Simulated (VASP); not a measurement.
SiIr2O4, 56 atoms, a = 8.30 Å, b = 8.30 Å, c = 8.30 Å, α = 90.00°, β = 90.00°, γ = 90.00°.

Space group Fd-3m; a generated structure, not necessarily the stable one; not relaxed (largest force 1.2 eV/Å); computed pressure about 9 GPa in this cell.

Method: Kohn-Sham DFT of a periodic cell, LDA, VASP PAW LDA potentials, recommended (VASP 6.6.1).

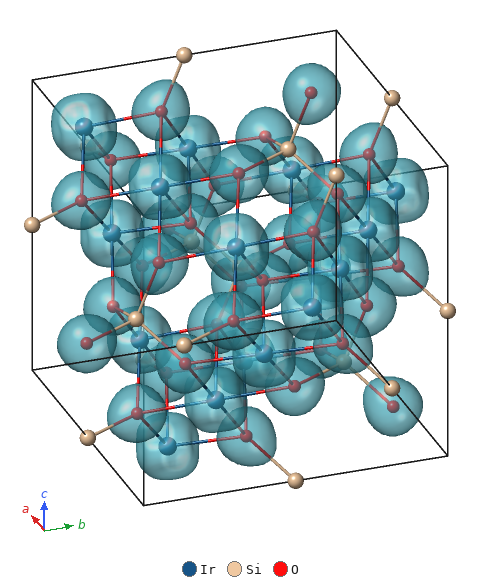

SiIr2O4. Isosurface of the valence pseudo-density at 1 e/Å³ (cyan), seen at an oblique angle. Sticks mark near contacts.

The density is the valence pseudo-density of a PAW calculation; it isn't the true density close to the nuclei.

Q: What does this surface tell about the bonding?

A: At this value the density breaks into separate islands; it holds about 55 % of the electrons treated as valence. It bridges none of the near contacts. It is pinched off along the shortest Si–O (1.71 Å) and Ir–O (2.13 Å) contacts. On the grid the lowest density along these lines, outside the cores, is 0.83 e/Å³ (Si–O, 1.71 Å) and 0.53 e/Å³ (Ir–O, 2.13 Å).
